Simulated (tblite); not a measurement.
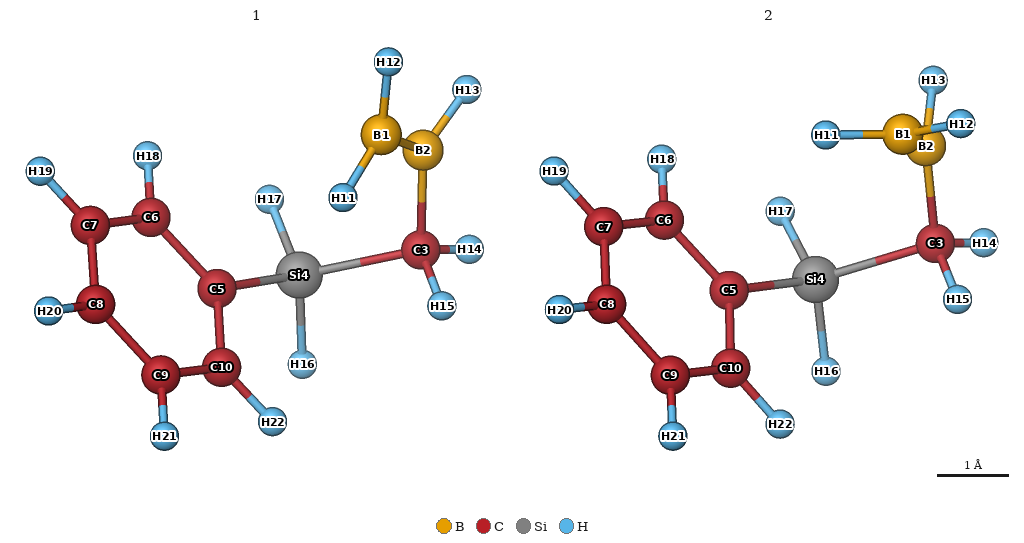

Two geometries of C7H12B2Si, drawn at one scale. One is the start of a relaxation, the other its converged end. Style: ball-and-stick. Shown at a tilt.

These are results of tblite 0.8.0, GFN2-xTB geometry optimisation, gas phase, not measurements. 

Which geometry has the lower energy?

Structure 2 is the relaxed one. After 92 geometry steps the energy has fallen by 0.563 eV. H12 moves most after the best rigid fit: 1.28 Å. By element the largest moves are H 1.28 Å, B 0.16 Å, C 0.10 Å, Si 0.09 Å. Among the contacts that change: Si4–C5 1.837 → 1.887 Å, C3–Si4 1.882 → 1.916 Å, B2–C3 1.597 → 1.566 Å, C3–H15 1.120 → 1.090 Å. Bond angles that change, for instance: H11–B1–H12 119.4° → 114.4°, B2–C3–H15 109.6° → 113.6°, B2–C3–H14 109.6° → 113.3°. Groups turn about B1–B2 by about 85°, B2–C3 by about 20°. Cost: 1.6 s on 1 thread of Arm Neoverse N1, with other jobs on the host.
